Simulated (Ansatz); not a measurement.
**NaMg6As, from a guessed structure to a relaxed one**

This structure for NaMg6As is made up. Its elements were placed in a known structure type with a cell scaled to their sizes. What cell does the guess relax to, and how far off was it?

Main program and level: Ansatz 0.2.0; DFT, PBEsol, plane-wave PAW, files of the set soft_1, scalar-relativistic, no spin, cell and ions relaxed at zero pressure; PAW set soft_1, in the first sound run; inputs show where later runs differ.

### Step 1. Starting point

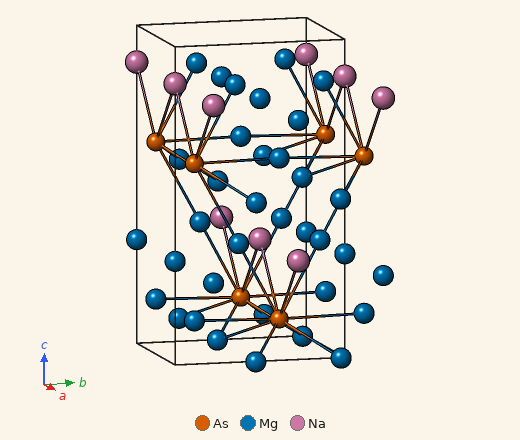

The cell as given, slightly off an axis (arsenic orange, magnesium blue, sodium pink). 2×1×1 cells are drawn. This picture shows the conventional cell, with its axes. Some periodic images of atoms are drawn too.

### Step 2. Relaxing cell and atoms

The guess takes its coordinates from another compound and its volume from a rule, so the cell and any free coordinates are relaxed together.

input.yaml

```yaml
crystal:
  lattice:
    - [5.118, 0.0, 0.0]
    - [0.0, 3.1665, 5.787]
    - [0.0, -3.1665, 5.787]
  atoms:
    - { symbol: As, position: [0.5, 0.6672, 0.6672] }
    - { symbol: Mg, position: [0.5, 0.1729, 0.1729] }
    - { symbol: Mg, position: [0.5, 0.1491, 0.6699] }
    - { symbol: Mg, position: [0.5, 0.6699, 0.1491] }
    - { symbol: Mg, position: [0.0, 0.3257, 0.3257] }
    - { symbol: Mg, position: [0.0, 0.321, 0.8238] }
    - { symbol: Mg, position: [0.0, 0.8238, 0.321] }
    - { symbol: Na, position: [0.0, 0.884, 0.884] }
kpoints:
  mp_grid: { grid: [5, 5, 5] }
scf:
  occupations: { method: fermi_dirac, width: 0.05 }
hamiltonian:
  xc: pbesol
  pseudopotentials: { kind: paw, azcp: { folder: soft_1 }, xc_functional: pbe }
relax:
  f_tol: 0.015
  max_steps: 70
  cell: {}
output:
  forces: true
  stress: true
```

Launch:

```
ansatz run input.yaml --threads 4 --pin off --max-ram 10240MiB --backend cpu --events-out ev --progress --plain --runs-dir out
```

Numbers of over 12 decimals in the logs are rounded to 6 here.

The program printed:

```text
Engine: ansatz 0.2.0, aarch64-unknown-linux-gnu
Pseudopotentials: kind: paw
Pseudopotential: As, paw, valence charge 15, recommended cutoff 420 eV (normal), soft_1/As.paw.azcp
Pseudopotential: Mg, paw, valence charge 10, recommended cutoff 420 eV (normal), soft_1/Mg.paw.azcp
Pseudopotential: Na, paw, valence charge 9, recommended cutoff 420 eV (normal), soft_1/Na.paw.azcp
Functional definition: PBEsol
  exchange = pbesol_x
  correlation = pbesol_c
Crystal: 8 atoms, lattice volume = 187.570 Å³
Basis set: ecut = 420 eV, 3645 PW (Γ), exchange–correlation on 72×90×90 points (8 copies of the dense FFT grid, shifted against one another)
Bands: 51, of which v1, the nominal top of the filled ones, is band 42 counted from 1 (41 counted from 0)
Symmetry: 4 space group operations
Space group: Amm2 (ITA 38), of the structure as read, at distance tolerance 5.7e-5 Å
k-points: 27 of 125 (time reversal used)
Non-local potential: As, projectors of the file, l = 0: 2, l = 1: 2, l = 2: 3, l = 3: 1
Non-local potential: Mg, projectors of the file, l = 0: 3, l = 1: 2, l = 2: 1
Non-local potential: Na, projectors of the file, l = 0: 3, l = 1: 2, l = 2: 1
PAW form: soft (Blöchl's): semilocal exchange-correlation on the pseudo side does not see the compensation charge
PAW frozen core: As, regenerated for the run's functional, and the local potential with it (the file was generated under x = pbe(κ = 0.804, μ = 0.219515), c = pbe(β = 0.066725))
PAW frozen core: Mg, regenerated for the run's functional, and the local potential with it (the file was generated under x = pbe(κ = 0.804, μ = 0.219515), c = pbe(β = 0.066725))
PAW frozen core: Na, regenerated for the run's functional, and the local potential with it (the file was generated under x = pbe(κ = 0.804, μ = 0.219515), c = pbe(β = 0.066725))
PAW one-centre angular grid: As, 590 points (default); XC on 64 Gauss nodes
PAW one-centre angular grid: Mg, 110 points (default); XC on 64 Gauss nodes
PAW one-centre angular grid: Na, 110 points (default); XC on 64 Gauss nodes
Initial density: superposition of atomic densities (chi_scale 0.1, normalization cell, long waves kept (reshape's long-wave potential 0.04 eV rms))
Initial wavefunctions: pseudopotential atomic-orbital guess
Functional: x = pbesol(κ = 0.804, μ = 0.123457), c = pbesol(β = 0.046)
SCF iter   1: F=—  HF=-17763.514548 eV  |F-HF|=—  |Δ(HF+E_count)|=         —  Δρ=4.25e-2  dr2=1.29e1  ethr=3.10e-3  ⟨swp⟩=10.4  Hψ=6455  notcnv=0  defer=4
preconditioner: auto → Kerker (q_TF=auto, 2.386 Å⁻¹)  [metal: Δε(μ)=0.026 eV  Ē_g=5.551 eV  σ=0.050 eV  W_gap=0.13  n_scr=44 (ndim 8)  ℏωp=11.5 eV  f_vac=0.000  D(μ)=4.56/eV (n_scr^D=26)]
SCF iter   2: F=—  HF=-17761.488281 eV  |F-HF|=—  |Δ(HF+E_count)|=    2.03e0  Δρ=2.13e-2  dr2=3.32e0  ethr=3.10e-3  ⟨swp⟩=3.0  Hψ=2408  notcnv=0  defer=46
SCF iter   3: F=—  HF=-17760.778859 eV  |F-HF|=—  |Δ(HF+E_count)|=   7.09e-1  Δρ=7.64e-3  dr2=3.45e-1  ethr=3.10e-3  ⟨swp⟩=3.0  Hψ=2157  notcnv=0  defer=45
SCF iter   4: F=—  HF=-17760.692005 eV  |F-HF|=—  |Δ(HF+E_count)|=   8.69e-2  Δρ=4.04e-3  dr2=9.38e-2  ethr=4.10e-4  ⟨swp⟩=3.0  Hψ=2316  notcnv=0  defer=49
SCF iter   5: F=—  HF=-17760.662913 eV  |F-HF|=—  |Δ(HF+E_count)|=   2.91e-2  Δρ=1.24e-3  dr2=5.04e-3  ethr=1.12e-4  ⟨swp⟩=2.3  Hψ=1787  notcnv=0  defer=49
SCF iter   6: F=—  HF=-17760.661609 eV  |F-HF|=—  |Δ(HF+E_count)|=   1.30e-3  Δρ=4.69e-4  dr2=6.72e-4  ethr=6.00e-6  ⟨swp⟩=2.0  Hψ=2395  notcnv=0  defer=49
SCF iter   7: F=—  HF=-17760.661343 eV  |F-HF|=—  |Δ(HF+E_count)|=   2.67e-4  Δρ=1.72e-4  dr2=9.63e-5  ethr=8.01e-7  ⟨swp⟩=2.0  Hψ=2300  notcnv=0  defer=49
SCF iter   8: F=—  HF=-17760.661250 eV  |F-HF|=—  |Δ(HF+E_count)|=   9.27e-5  Δρ=5.27e-5  dr2=9.69e-6  ethr=1.15e-7  ⟨swp⟩=2.0  Hψ=2353  notcnv=0  defer=49
SCF iter   9: F=—  HF=-17760.661248 eV  |F-HF|=—  |Δ(HF+E_count)|=   2.09e-6  Δρ=1.46e-5  dr2=6.85e-7  ethr=1.15e-8  ⟨swp⟩=2.0  Hψ=2302  notcnv=0  defer=49
SCF iter  10: F=—  HF=-17760.661248 eV  |F-HF|=—  |Δ(HF+E_count)|=   2.96e-7  Δρ=5.90e-6  dr2=1.56e-7  ethr=1.19e-10  ⟨swp⟩=5.0  Hψ=5040  notcnv=0
SCF iter  11: F=-17760.661248 eV  HF=-17760.661248 eV  |F-HF|=1.77e-8  |Δ(HF+E_count)|=   3.72e-8  Δρ=2.34e-6  dr2=3.26e-8  ethr=1.19e-10  ⟨swp⟩=4.0  Hψ=4219  notcnv=0
SCF 1 converged in 11 iterations: F = -17760.661248 eV  dr2 = 3.26e-8
  greatest PAW one-centre occupation: 1.000 electrons in one spin orbital (limit 2), on the Mg atom at site 4 (counted from 0), in its partial waves of l = 0
relax step   1: F+E_penalty+E_count = -17760.66124755 eV  Δ(F+E_penalty+E_count) = +0.000e0 eV  max|allowed force component| = 1.820e0 eV/Å  Δτ_max = 0.0000 Å  P = -1.269 GPa  Ω = 187.570 Å³  (11 SCF iters, dr2 threshold 1.00e-7 eV, accepted)
Crystal: 8 atoms, lattice volume = 179.445 Å³
Basis set: ecut = 420 eV, 3521 PW (Γ), exchange–correlation on 72×90×90 points (8 copies of the dense FFT grid, shifted against one another)
Initial density: handed on by an earlier stage of this run
Initial wavefunctions: those handed on with the density
iter 1 solved again at ethr=9.08e-5 eV; its pass at ethr=3.10e-3 eV (dr2=7.62e-2 eV) is discarded
SCF iter   1: F=—  HF=-17761.298470 eV  |F-HF|=—  |Δ(HF+E_count)|=         —  Δρ=5.14e-3  dr2=7.71e-2  ethr=9.08e-5  ⟨swp⟩=2.1  Hψ=6983  notcnv=0
preconditioner: auto → Kerker (q_TF=auto, 2.404 Å⁻¹)  [metal: Δε(μ)=0.017 eV  Ē_g=5.980 eV  σ=0.050 eV  W_gap=0.09  n_scr=44 (ndim 8)  ℏωp=11.8 eV  f_vac=0.000  D(μ)=2.28/eV (n_scr^D=8)]
SCF iter   2: F=—  HF=-17761.284817 eV  |F-HF|=—  |Δ(HF+E_count)|=   1.37e-2  Δρ=2.99e-3  dr2=3.42e-2  ethr=9.08e-5  ⟨swp⟩=1.7  Hψ=1410  notcnv=0
SCF iter   3: F=—  HF=-17761.275869 eV  |F-HF|=—  |Δ(HF+E_count)|=   8.95e-3  Δρ=5.27e-4  dr2=1.55e-3  ethr=4.07e-5  ⟨swp⟩=2.0  Hψ=2079  notcnv=0
SCF iter   4: F=—  HF=-17761.274831 eV  |F-HF|=—  |Δ(HF+E_count)|=   1.04e-3  Δρ=3.95e-4  dr2=4.61e-4  ethr=1.84e-6  ⟨swp⟩=2.0  Hψ=2003  notcnv=0
SCF iter   5: F=—  HF=-17761.274658 eV  |F-HF|=—  |Δ(HF+E_count)|=   1.73e-4  Δρ=1.16e-4  dr2=3.79e-5  ethr=5.49e-7  ⟨swp⟩=2.0  Hψ=1793  notcnv=0
SCF iter   6: F=—  HF=-17761.274652 eV  |F-HF|=—  |Δ(HF+E_count)|=   6.02e-6  Δρ=3.82e-5  dr2=4.30e-6  ethr=4.51e-8  ⟨swp⟩=2.0  Hψ=2489  notcnv=0
SCF iter   7: F=-17761.274652 eV  HF=-17761.274652 eV  |F-HF|=4.32e-7  |Δ(HF+E_count)|=   5.62e-8  Δρ=1.31e-5  dr2=6.38e-7  ethr=9.52e-10  ⟨swp⟩=5.0  Hψ=5340  notcnv=0
SCF 2 converged in 7 iterations: F = -17761.274652 eV  dr2 = 6.38e-7
[...]
[... from here on, the SCF cycles and remarks between the steps are left out ...]
relax step   4: F+E_penalty+E_count = -17761.57205786 eV  Δ(F+E_penalty+E_count) = -6.539e-2 eV  max|allowed force component| = 6.897e-2 eV/Å  Δτ_max = 0.1948 Å  P = +0.244 GPa  Ω = 173.871 Å³  energy of the carried Pulay correction = +6.646e-4 eV  (7 SCF iters, dr2 threshold 8.00e-7 eV, accepted)
relax step   5: F+E_penalty+E_count = -17761.57770418 eV  Δ(F+E_penalty+E_count) = -5.646e-3 eV  max|allowed force component| = 6.949e-2 eV/Å  Δτ_max = 0.0419 Å  P = -0.083 GPa  Ω = 175.468 Å³  energy of the carried Pulay correction = +5.845e-4 eV  (6 SCF iters, dr2 threshold 7.03e-7 eV, accepted)
relax step   6: F+E_penalty+E_count = -17761.58557557 eV  Δ(F+E_penalty+E_count) = -7.871e-3 eV  max|allowed force component| = 3.634e-2 eV/Å  Δτ_max = 0.0781 Å  P = -0.000 GPa  Ω = 175.613 Å³  energy of the carried Pulay correction = +5.773e-4 eV  (6 SCF iters, dr2 threshold 3.02e-7 eV, accepted)
relax step   7: F+E_penalty+E_count = -17761.58826491 eV  Δ(F+E_penalty+E_count) = -2.689e-3 eV  max|allowed force component| = 1.065e-1 eV/Å  Δτ_max = 0.1560 Å  P = +0.324 GPa  Ω = 176.815 Å³  energy of the carried Pulay correction = +5.175e-4 eV  (8 SCF iters, dr2 threshold 8.26e-8 eV, accepted)
relax step   8: F+E_penalty+E_count = -17761.59411327 eV  Δ(F+E_penalty+E_count) = -5.848e-3 eV  max|allowed force component| = 3.033e-2 eV/Å  Δτ_max = 0.0763 Å  P = -0.027 GPa  Ω = 177.005 Å³  energy of the carried Pulay correction = +5.081e-4 eV  (6 SCF iters, dr2 threshold 8.00e-7 eV, accepted)
relax step   9: F+E_penalty+E_count = -17761.59654843 eV  Δ(F+E_penalty+E_count) = -2.435e-3 eV  max|allowed force component| = 1.259e-2 eV/Å  Δτ_max = 0.0416 Å  P = +0.028 GPa  Ω = 177.403 Å³  energy of the carried Pulay correction = +4.884e-4 eV  (7 SCF iters, dr2 threshold 5.75e-8 eV, accepted)
relax step  10: F+E_penalty+E_count = -17761.59306855 eV  Δ(F+E_penalty+E_count) = +3.480e-3 eV  max|allowed force component| = 1.038e-1 eV/Å  Δτ_max = 0.1179 Å  P = +0.184 GPa  Ω = 179.241 Å³  energy of the carried Pulay correction = +3.981e-4 eV  (9 SCF iters, dr2 threshold 3.40e-8 eV, rejected (line search))
relax step  11: F+E_penalty+E_count = -17761.59857123 eV  Δ(F+E_penalty+E_count) = -2.023e-3 eV  max|allowed force component| = 1.484e-2 eV/Å  Δτ_max = 0.0455 Å  P = -0.057 GPa  Ω = 178.757 Å³  energy of the carried Pulay correction = +4.218e-4 eV  (11 SCF iters, accepted)
relax step  12: F+E_penalty+E_count = -17761.59798882 eV  Δ(F+E_penalty+E_count) = +5.824e-4 eV  max|allowed force component| = 2.230e-2 eV/Å  Δτ_max = 0.0509 Å  P = +0.000 GPa  Ω = 179.599 Å³  energy of the carried Pulay correction = +3.807e-4 eV  (8 SCF iters, dr2 threshold 2.33e-8 eV, rejected (line search))
relax step  13: F+E_penalty+E_count = -17761.59898411 eV  Δ(F+E_penalty+E_count) = -4.129e-4 eV  max|allowed force component| = 2.077e-3 eV/Å  Δτ_max = 0.0172 Å  P = +0.028 GPa  Ω = 178.737 Å³  energy of the carried Pulay correction = +4.228e-4 eV  (10 SCF iters, accepted)
relax step  14: F+E_penalty+E_count = -17761.59895549 eV  Δ(F+E_penalty+E_count) = +2.862e-5 eV  max|allowed force component| = 7.198e-3 eV/Å  Δτ_max = 0.0088 Å  P = -0.020 GPa  Ω = 179.143 Å³  energy of the carried Pulay correction = +4.029e-4 eV  (9 SCF iters, accepted)
Initial wavefunctions: pseudopotential atomic-orbital guess (no wavefunctions were taken with the density)
iter 1 solved again at ethr=4.35e-8 eV; its pass at ethr=3.10e-3 eV (dr2=3.66e-5 eV) is discarded
SCF iter   1: F=—  HF=-17761.598669 eV  |F-HF|=—  |Δ(HF+E_count)|=         —  Δρ=2.27e-5  dr2=1.55e-7  ethr=4.35e-8  ⟨swp⟩=3.6  Hψ=10080  notcnv=0
preconditioner: auto → Kerker (q_TF=auto, 2.405 Å⁻¹)  [metal: Δε(μ)=0.076 eV  Ē_g=6.079 eV  σ=0.050 eV  W_gap=0.36  n_scr=44 (ndim 8)  ℏωp=11.8 eV  f_vac=0.000  D(μ)=1.85/eV (n_scr^D=8)]
SCF iter   2: F=—  HF=-17761.598563 eV  |F-HF|=—  |Δ(HF+E_count)|=   1.07e-4  Δρ=1.20e-5  dr2=5.85e-8  ethr=1.84e-10  ⟨swp⟩=3.0  Hψ=2703  notcnv=0
SCF iter   3: F=—  HF=-17761.598563 eV  |F-HF|=—  |Δ(HF+E_count)|=   7.55e-8  Δρ=3.37e-6  dr2=5.06e-9  ethr=6.96e-11  ⟨swp⟩=3.0  Hψ=2681  notcnv=0
SCF iter   4: F=—  HF=-17761.598563 eV  |F-HF|=—  |Δ(HF+E_count)|=   3.62e-9  Δρ=5.22e-7  dr2=3.00e-10  ethr=6.03e-12  ⟨swp⟩=2.0  Hψ=1834  notcnv=0
SCF iter   5: F=-17761.598563 eV  HF=-17761.598563 eV  |F-HF|=3.64e-12  |Δ(HF+E_count)|=  2.55e-11  Δρ=1.46e-7  dr2=3.49e-11  ethr=1.00e-12  ⟨swp⟩=5.0  Hψ=4918  notcnv=0
SCF 15 converged in 5 iterations: F = -17761.598563 eV  dr2 = 3.49e-11
relax step  15: F+E_penalty+E_count = -17761.59856290 eV  Δ(F+E_penalty+E_count) = +3.926e-4 eV  max|allowed force component| = 7.195e-3 eV/Å  Δτ_max = 0.0000 Å  P = -0.019 GPa  Ω = 179.143 Å³  stress off target by 2.74e-2 GPa  SCF on the basis re-selected at this cell (its energy is not comparable with the rows above)  (5 SCF iters)
basis re-selected at this cell: Δ(F+E_penalty+E_count) = +3.926e-4 eV, ΔP = +0.000 GPa vs the last step (what re-selecting the basis moved, of the pressure what is left beyond the Pulay correction that the steps carried, after the strain that the cell walked since its last selection, with what the two solves' SCF thresholds leave and, on support functions, any second-order correction that the steps lacked; it is no m [...]
SCF converged after 5 iterations
Free energy (F): -17761.598563 eV
Harris-Foulkes:  -17761.598563 eV  (|F-HF|=3.64e-12)
Internal energy: -17761.582805 eV  (E = F + TS)
E sigma→0 (E₀):  -17761.590684 eV
Entropy (-TS):   -0.015758 eV (-1.970 meV/atom)
Fermi energy:    6.006442 eV
--- Per-component energies (eV) ---
  E_band       = -2609.234917
  E_kinetic    = 626.537840
  E_local      = -13838.859568  (includes V_loc(G=0)·N_el)
  E_nonlocal   = 1063.691144
  E_hartree    = 5164.587934
  E_xc         = -260.750596
  E_vxc        = -320.902836  (∫ρ·V_xc dr)
  E_paw        = -3995.644307  (= ΣΔE_a)
  E_vpaw       = -468.876782  (= ΣTr[D̂ρ^β])
  E_aug_tail   = -0.000879  (compensation charges beyond the density's cutoff)
  E_ewald      = -6522.518670
  E_core_change = 1.374298  (= ΣΔE_core)
  E_smearing   = -0.015758  (= −TS)
  E_closure    = -0.000000  (closes the sum)
  Σ components = -17761.598563   (vs F -17761.598563, Δ=0.00e0)
--- Forces (eV/Å), atoms counted from 1 ---
  atom   1  As     0.00000000    -0.00000000     0.00305226
  atom   2  Mg     0.00000000    -0.00000000     0.00719551
  atom   3  Mg     0.00000000     0.00629105    -0.00500952
  atom   4  Mg     0.00000000    -0.00629105    -0.00500952
  atom   5  Mg     0.00000000    -0.00000000    -0.00426632
  atom   6  Mg     0.00000000    -0.00406202     0.00008741
  atom   7  Mg     0.00000000     0.00406202     0.00008741
  atom   8  Na     0.00000000    -0.00000000     0.00386519
  max |Σ_I F_I| component: 2.42e-6 eV/Å
--- Stress (GPa, compression-positive) ---
       -0.027402      -0.000000      -0.000000
       -0.000000      -0.024168      -0.000000
       -0.000000      -0.000000      -0.006227
  P = ⅓ Tr σ = -0.0193 GPa (-0.193 kbar)
--- Relaxed structure (14 steps of the walk, 12 accepted, 1 SCFs on fresh bases) ---
  F+E_penalty+E_count = -17761.59856290 eV   max|allowed force component| = 7.195e-3 eV/Å   (the final SCF, on the basis selected at the relaxed cell)
  cell:  # Å, volume = 179.1433 Å³
    - [4.904963, 0.0, 0.0]
    - [0.0, 3.158106, 5.782398]
    - [0.0, -3.158106, 5.782398]
  atoms:
    - { symbol: As, position: [0.5, 0.642401, 0.642401] }
    - { symbol: Mg, position: [0.5, 0.181358, 0.181358] }
    - { symbol: Mg, position: [0.5, 0.185692, 0.678353] }
    - { symbol: Mg, position: [0.5, 0.678353, 0.185692] }
    - { symbol: Mg, position: [0, 0.341713, 0.341713] }
    - { symbol: Mg, position: [0, 0.330977, 0.834151] }
    - { symbol: Mg, position: [0, 0.834151, 0.330977] }
    - { symbol: Na, position: [0, 0.818954, 0.818954] }
```

It took 2.2 min on 4 threads of Arm Neoverse N1, shared host; peak memory 0.61 GiB.

Step by step:

```csv
step,energy less that of the first step (eV),largest force component (eV/Å),pressure (GPa),volume (Å³)
1,0.0000,1.8198,-1.27,187.57
2,-0.6134,1.0295,-0.64,179.44
3,-0.8454,0.4881,0.05,174.70
4,-0.9108,0.0690,0.24,173.87
5,-0.9165,0.0695,-0.08,175.47
6,-0.9243,0.0363,0.00,175.61
7,-0.9270,0.1065,0.32,176.81
8,-0.9329,0.0303,-0.03,177.00
9,-0.9353,0.0126,0.03,177.40
10,-0.9318,0.1038,0.18,179.24
11,-0.9373,0.0148,-0.06,178.76
12,-0.9367,0.0223,0.00,179.60
13,-0.9377,0.0021,0.03,178.74
14,-0.9377,0.0072,-0.02,179.14
15*,-0.9373,0.0072,-0.02,179.14
```

Relaxation steps marked * repeat the geometry before them on a plane-wave basis chosen anew for their cell, so energy and pressure can jump there. Relaxation steps 10, 12 were tried and not accepted.

Forces are held to the 4 operations that the run works with; a distortion that breaks them can't arise in this run.

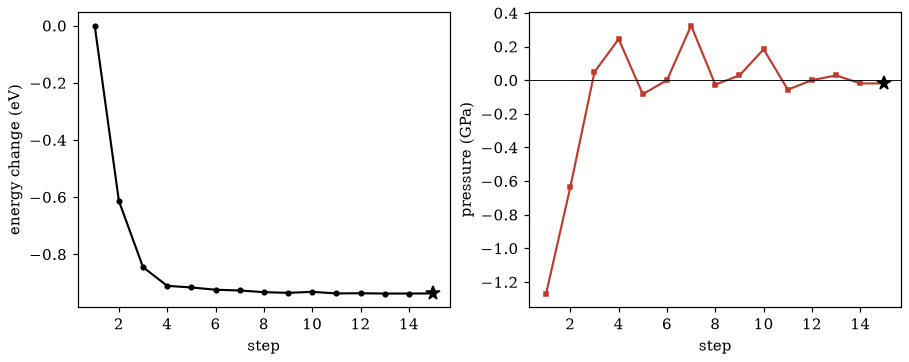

Energy and pressure along the relaxation. Stars mark steps on a basis chosen anew.

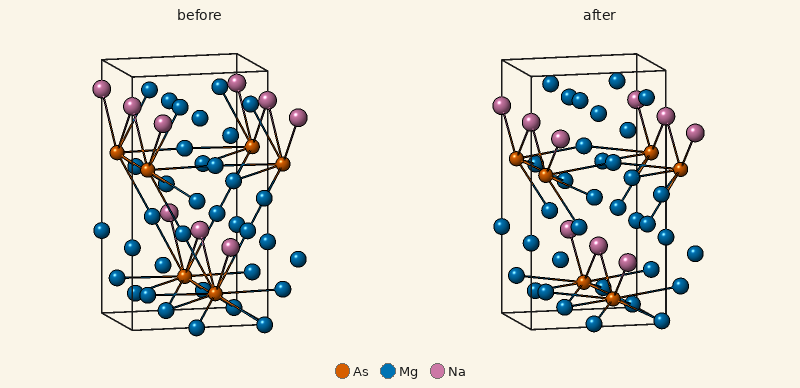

The structure before and after the relaxation, drawn at the same scale. Bonds to atoms that aren't drawn are left out.

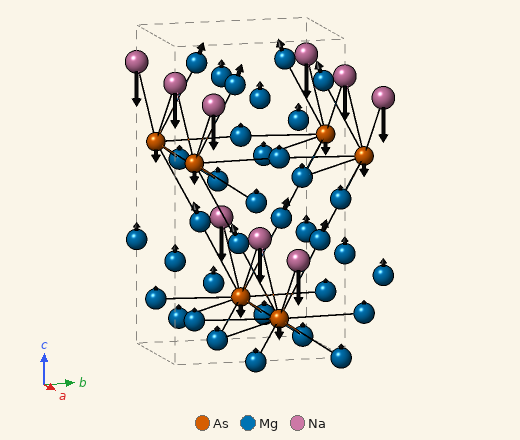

Displacements in the relaxation, exaggerated, measured against the changing cell; the longest in the cell stands for 0.75 Å. 2×1×1 conventional cells are drawn. Some periodic images of atoms are drawn too.

```csv
"conventional cell, symmetrised",before,after,change
a (Å),5.118,4.905,-4.2 %
b (Å),6.333,6.316,-0.3 %
c (Å),11.574,11.565,-0.1 %
volume (Å³/atom),23.45,22.39,-4.5 %
```

The atoms that moved most (Å, as changes of fractional coordinates times the final cell):

```csv
atom,dx,dy,dz,length
Na8,0.000,0.000,-0.752,0.752
As1,0.000,0.000,-0.287,0.287
Mg4,0.000,-0.089,0.260,0.275
Mg3,0.000,0.089,0.260,0.275
Mg5,0.000,0.000,0.185,0.185
Mg6,0.000,-0.001,0.118,0.118
Mg7,0.000,0.001,0.118,0.118
Mg2,0.000,0.000,0.098,0.098
```

Numbers from this step:

* free energy: -17761.5986 eV
* energy at zero smearing: -17761.5907 eV
* smearing term TS: 0.01576 eV
* Fermi energy: 6.006 eV
* electrons: 84
* symmetry operations: 4
* pressure: -0.01927 GPa

The shortest distance of each pair, which need not be the same contact before and after:

```csv
pair,guess (Å),relaxed (Å)
As–Mg,3.167,2.888
Mg–Mg,3.035,3.008
Mg–Na,2.690,3.162
As–Na,3.584,3.191
As–As,5.118,4.905
```

The relaxation ends with a largest force component of 0.0072 eV/Å and a pressure of -0.02 GPa.

[end of part 1 of 2]

[Logs are printed without paths, hosts, clocks, repeated set-up lines and the standing remarks that a program may print on its own settings, such as how far it seeks lower states.]

[Hosts, paths, dates, database ids (printed as entryN), source tags and the programs' standing remarks are cut or masked in the printed files.]
